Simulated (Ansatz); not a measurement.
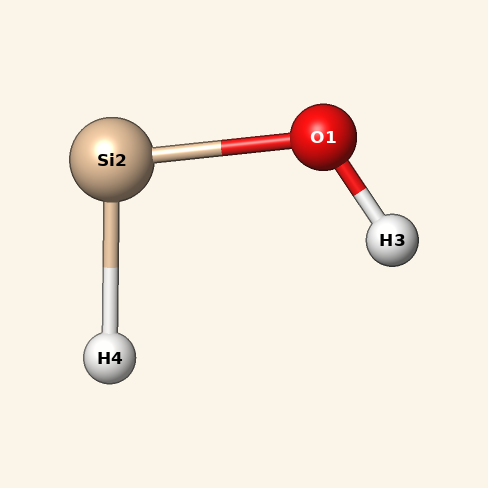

Numbered structure. The computed structure is the end point of a PBE-D4/def2-SVP optimisation. No frequency run is at hand to confirm it as a minimum.

Which atoms are bonded, and how long are the bonds?

| bond | length (Å) |
| --- | --- |
| O1–Si2 | 1.690 |
| O1–H3 | 0.976 |
| Si2–H4 | 1.573 |
